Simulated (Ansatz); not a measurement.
# ZrN$_{4}$H$_{9}$F: geometry relaxation (part 3 of 3)

Continued. System: ZrN$_{4}$H$_{9}$F. Method: RKS PBE/def2-SVP (Ansatz 0.2.0). The input holds or restrains some coordinates. It belongs to a series of runs on one base structure; here: pulled along the bonds that form and break, towards end B.

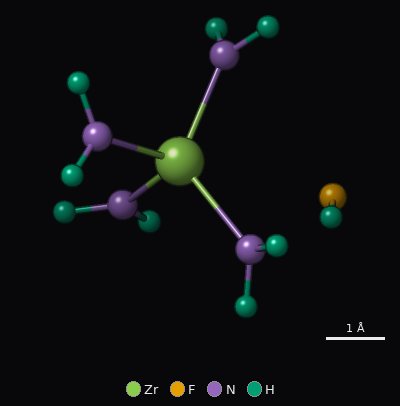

Fig. 1: The geometry at step 21 of the log (ball-and-stick view, seen at a tilt).

### Trajectory as extended XYZ, continued
```
15
Properties=species:S:1:pos:R:3:forces:R:3 step=18 energy=-10091.85465
Zr   -0.6345    0.0726   -0.3087   -0.5183   0.2117   0.6660
F     0.2754   -1.1629    2.4818    0.2464  -0.2850  -0.0655
N     1.3823    0.3690   -0.0781    0.0624  -0.0219  -0.0288
H     2.0870   -0.2591   -0.4902   -0.0533   0.0521   0.0481
H     1.8663    0.9459    0.6211   -0.0075   0.0129  -0.0002
N    -1.0878    1.5409   -1.6544   -0.0228  -0.0263  -0.0025
H    -2.0412    1.8656   -1.8600    0.0203  -0.0115  -0.0158
H    -0.4218    2.1433   -2.1495   -0.0162  -0.0128  -0.0085
N    -0.9692   -1.6993   -1.2792   -0.0842  -0.1951   0.0497
H    -0.9627   -2.6199   -0.8089    0.0707   0.1771  -0.1150
H    -1.2364   -1.8421   -2.2614    0.0078  -0.0100   0.1020
N    -2.0628    0.3703    1.3139    0.8967  -0.4478  -0.2973
H    -2.8513   -0.2660    1.4982    0.0238   0.0741  -0.0252
H    -2.2939    1.2694    1.7553    0.0297  -0.0197   0.0042
H    -0.5553   -0.7275    2.5623   -0.6554   0.5021  -0.3111
15
Properties=species:S:1:pos:R:3:forces:R:3 step=19 energy=-10091.88217
Zr   -0.6316    0.0805   -0.3052   -0.5668   0.1117   0.6446
F     0.2357   -1.2458    2.4496    0.0591  -0.1547  -0.0594
N     1.3847    0.3808   -0.0733    0.0467   0.0080   0.0150
H     2.0901   -0.2541   -0.4713   -0.0263   0.0282   0.0322
H     1.8664    0.9681    0.6189   -0.0025   0.0170  -0.0086
N    -1.0921    1.5368   -1.6595   -0.0202  -0.0036  -0.0147
H    -2.0460    1.8581   -1.8668    0.0095  -0.0117  -0.0132
H    -0.4290    2.1369   -2.1613   -0.0106  -0.0128  -0.0098
N    -0.9817   -1.6966   -1.2629   -0.0189  -0.0105   0.0267
H    -0.9225   -2.6164   -0.8059    0.0602   0.0143   0.0062
H    -1.2478   -1.8458   -2.2423   -0.0244   0.0024   0.0147
N    -2.0587    0.3781    1.3172    0.9330  -0.3823  -0.2786
H    -2.8562   -0.2478    1.4964    0.0402   0.0530  -0.0137
H    -2.2780    1.2781    1.7628    0.0160  -0.0160  -0.0036
H    -0.5390   -0.7110    2.5459   -0.4951   0.3569  -0.3376
15
Properties=species:S:1:pos:R:3:forces:R:3 step=20 energy=-10091.91010
Zr   -0.6312    0.1055   -0.3122   -0.5608   0.1053   0.6960
F     0.1939   -1.3718    2.3801    0.0609  -0.1688  -0.0790
N     1.3814    0.4072   -0.0537    0.0512   0.0281  -0.0082
H     2.0913   -0.2439   -0.4166   -0.0325   0.0323   0.0444
H     1.8560    1.0293    0.6130   -0.0114   0.0085  -0.0181
N    -1.1058    1.5392   -1.6914   -0.0198  -0.0194   0.0059
H    -2.0593    1.8669   -1.8925    0.0282  -0.0229  -0.0073
H    -0.4448    2.1274   -2.2108   -0.0157  -0.0162  -0.0018
N    -0.9763   -1.6948   -1.2243   -0.0176  -0.0636   0.0172
H    -0.8602   -2.6066   -0.7583    0.0406   0.0861  -0.0255
H    -1.2725   -1.8661   -2.1918   -0.0142  -0.0088   0.0299
N    -2.0380    0.4057    1.3276    0.9002  -0.4079  -0.3476
H    -2.8569   -0.1975    1.4891    0.0568   0.0566  -0.0109
H    -2.2300    1.3024    1.7926    0.0216  -0.0213   0.0049
H    -0.5534   -0.8028    2.4916   -0.4875   0.4120  -0.3001
15
Properties=species:S:1:pos:R:3:forces:R:3 step=21 energy=-10091.93600
Zr   -0.6240    0.1189   -0.3093   -0.6383   0.1742   0.6228
F     0.0999   -1.5336    2.3175    0.0096  -0.0574  -0.1116
N     1.3839    0.4476   -0.0486    0.1090  -0.0527   0.0708
H     2.0965   -0.2294   -0.3599   -0.0612   0.0918   0.0535
H     1.8477    1.0987    0.5991   -0.0149  -0.0005  -0.0592
N    -1.1168    1.5275   -1.7115   -0.0158  -0.0291   0.0270
H    -2.0724    1.8468   -1.9177    0.0388  -0.0265   0.0071
H    -0.4606    2.1116   -2.2423   -0.0171  -0.0283   0.0045
N    -0.9704   -1.6922   -1.1964   -0.0040  -0.1811   0.0018
H    -0.7910   -2.5979   -0.7316   -0.0143   0.1928  -0.0882
H    -1.3028   -1.8772   -2.1517    0.0297  -0.0089   0.1185
N    -2.0198    0.4426    1.3349    0.9330  -0.4117  -0.3678
H    -2.8497   -0.1453    1.4947    0.0587   0.0383   0.0065
H    -2.1813    1.3311    1.8272    0.0219  -0.0365  -0.0212
H    -0.5452   -0.8494    2.4379   -0.4350   0.3354  -0.2644
15
Properties=species:S:1:pos:R:3:forces:R:3 step=22 energy=-10091.97284
Zr   -0.6243    0.1433   -0.3246   -0.5856   0.1126   0.7715
F     0.0159   -1.6749    2.2035    0.1861  -0.2700  -0.1638
N     1.3741    0.4791   -0.0092    0.1156   0.0208   0.0354
H     2.0982   -0.2128   -0.2491   -0.0254   0.0650   0.0458
H     1.8249    1.2091    0.5608   -0.0577  -0.0606  -0.0728
N    -1.1288    1.5246   -1.7467    0.0021  -0.0083   0.0051
H    -2.0852    1.8463   -1.9394    0.0010  -0.0022  -0.0111
H    -0.4804    2.0858   -2.3104   -0.0138  -0.0087   0.0057
N    -0.9626   -1.6884   -1.1688   -0.0246  -0.0651  -0.0603
H    -0.7567   -2.5673   -0.6725    0.0029   0.0542  -0.0107
H    -1.3092   -1.9181   -2.1088    0.0355   0.0067   0.1046
N    -1.9783    0.4737    1.3508    0.8905  -0.4392  -0.4573
H    -2.8231   -0.0889    1.5169    0.0139   0.0267   0.0045
H    -2.0906    1.3506    1.8757    0.0185  -0.0306  -0.0070
H    -0.5799   -0.9623    2.3642   -0.5590   0.5987  -0.1894
15
Properties=species:S:1:pos:R:3:forces:R:3 step=23 energy=-10092.00023
Zr   -0.6169    0.1599   -0.3384   -0.5458   0.0803   0.7512
F    -0.0742   -1.8140    2.0916    0.3272  -0.4265  -0.2256
N     1.3758    0.5101    0.0056    0.0175  -0.0050   0.0170
H     2.1302   -0.1747   -0.1312   -0.0067   0.0173   0.0116
H     1.7810    1.3150    0.5011   -0.0216   0.0043  -0.0192
N    -1.1437    1.5195   -1.7734   -0.0006   0.0001  -0.0024
H    -2.1042    1.8213   -1.9783    0.0066   0.0070   0.0088
H    -0.5032    2.0921   -2.3345    0.0018  -0.0096  -0.0159
N    -0.9522   -1.6900   -1.1429    0.0134   0.0130   0.0839
H    -0.7427   -2.5325   -0.5887   -0.0036   0.0212  -0.0042
H    -1.3057   -1.9772   -2.0605    0.0024  -0.0110  -0.0143
N    -1.9353    0.5010    1.3618    0.8489  -0.4872  -0.4751
H    -2.8235    0.0045    1.5083    0.0107   0.0117   0.0014
H    -1.9610    1.3445    1.9495    0.0109  -0.0301  -0.0188
H    -0.6305   -1.0796    2.2721   -0.6614   0.8145  -0.0985
```

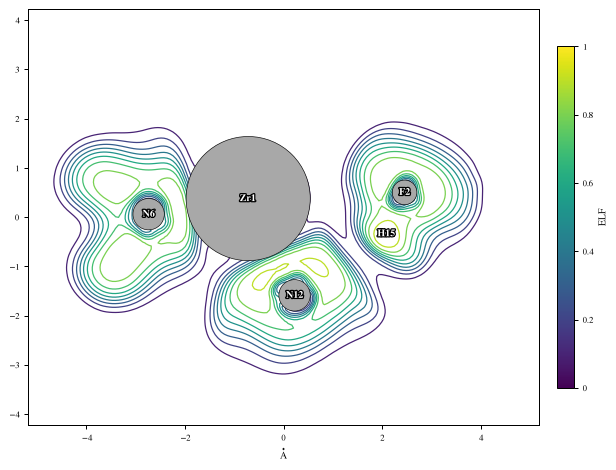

Fig. 2: Electron localisation function on the plane of atoms N6, Zr1 and N12. Grey discs, where drawn, cover atomic cores. The section cuts through Zr, F, N and H sites. Zr1···H15 (2.89 Å): the ELF is only about 0.05 between them; a non-bonded, intermolecular contact. Zr–N (2.05 Å): the ELF peaks at about 0.90 in the valence shell of N, 0.6 Å from its nucleus, and drops to about 0.25 between the two atoms. F–H (0.94 Å): the ELF climbs to about 1 towards the hydrogen, as it does in any bond to H (a covalent bond by its length). Zr–N (2.18 Å): the ELF peaks at about 0.90 in the valence shell of N, 0.6 Å from its nucleus, and drops to about 0.25 between the two atoms.

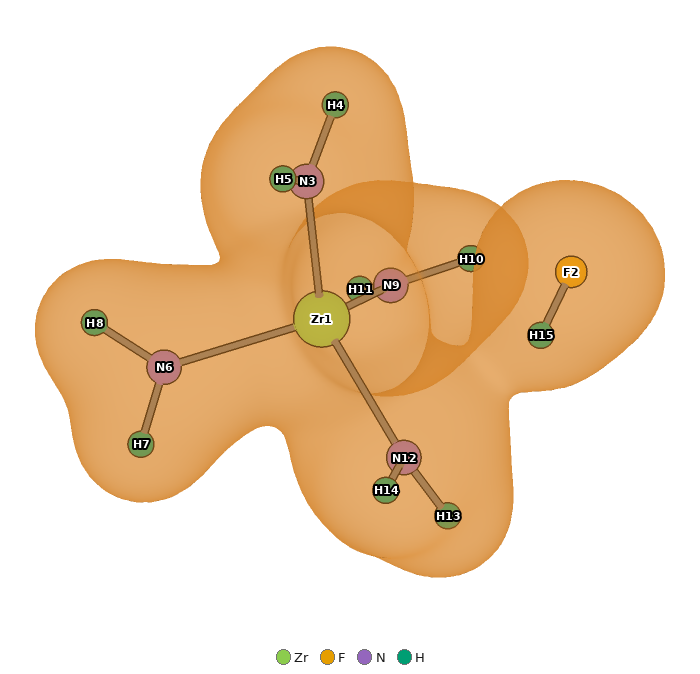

Fig. 3: Isosurface of the total electron density at 0.1 e/Å³ (orange), seen at a tilt. At this value the surface is in one piece. It is pinched off along the Zr···H (2.89 Å) contacts. On the grid the lowest density along these lines, outside the cores, is 0.07 e/Å³ (Zr···H, 2.89 Å), 0.8 e/Å³ (Zr–N, 2.04 Å), 2.2 e/Å³ (F–H, 0.94 Å) and 0.6 e/Å³ (Zr–N, 2.18 Å).

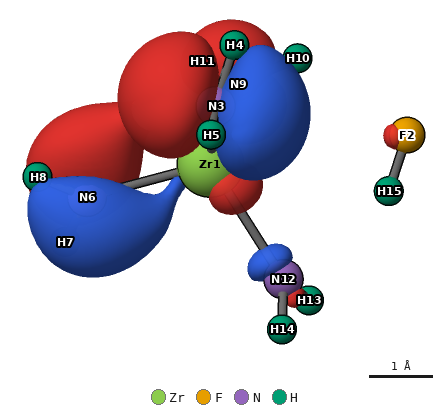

Fig. 4: One frontier orbital at ±0.1 Å⁻³ᐟ² (blue and red are the two phases), seen at a tilt. The HOMO−1, at −5.36 eV.

The run was set up as follows.

### Input
```yaml
crystal:
  periodic: [false, false, false]
  atoms:
    - { symbol: Zr, position_ang: [0.0, 0.0, 0.0] }
    - { symbol: F, position_ang: [0.0, 0.0, 2.33] }
    - { symbol: "N", position_ang: [2.084, 0.0, -0.7359] }
    - { symbol: H, position_ang: [2.5823, -0.918, -0.9166] }
    - { symbol: H, position_ang: [2.5853, 0.918, -0.9082] }
    - { symbol: "N", position_ang: [-1.0409, 1.8034, -0.7359] }
    - { symbol: H, position_ang: [-2.061, 1.7482, -1.0186] }
    - { symbol: H, position_ang: [-0.5204, 2.7241, -0.8065] }
    - { symbol: "N", position_ang: [-1.0409, -1.8034, -0.7359] }
    - { symbol: H, position_ang: [-1.5759, -2.4197, -0.0595] }
    - { symbol: H, position_ang: [-1.0055, -2.0526, -1.7656] }
    - { symbol: "N", position_ang: [-2.382, 0.0, 0.7915] }
    - { symbol: H, position_ang: [-3.102, -0.6071, 0.3052] }
    - { symbol: H, position_ang: [-2.6678, 0.6071, 1.612] }
    - { symbol: H, position_ang: [-1.3611, 0.0, 1.9863] }
basis:
  gaussian: { orbitals: def2-SVP }
hamiltonian:
  xc: pbe
relax:
  f_tol: 0.15
  max_steps: 25
  restrain:
    - { distance: [0, 11], at: 2.21, k: 30.0 }
    - { distance: [14, 1], at: 0.92, k: 30.0 }
    - { distance: [0, 1], at: 3.18, k: 30.0 }
    - { distance: [14, 11], at: 2.26, k: 30.0 }
output:
  orbitals: {}
```

Launch command:
```bash
ansatz run input.yaml --threads 4 --pin off --max-ram 5120MiB --backend cpu --events-out ev --progress --plain --runs-dir out
```

### Results in brief

| quantity | value |
| --- | --- |
| outcome | converged under the restraints of the input |
| total energy | −10092.0003 eV |
| mean-field energy | −10092.0003 eV |
| largest force (length of the vector) at the end, held atoms and coordinates included | 1.088 eV/Å |
| hardware | 4 threads of Arm Neoverse V2, 24 GiB of memory available, shared host |
| wall time | 50 s (CPU time 3.1 min) |
| peak memory | 0.22 GiB |
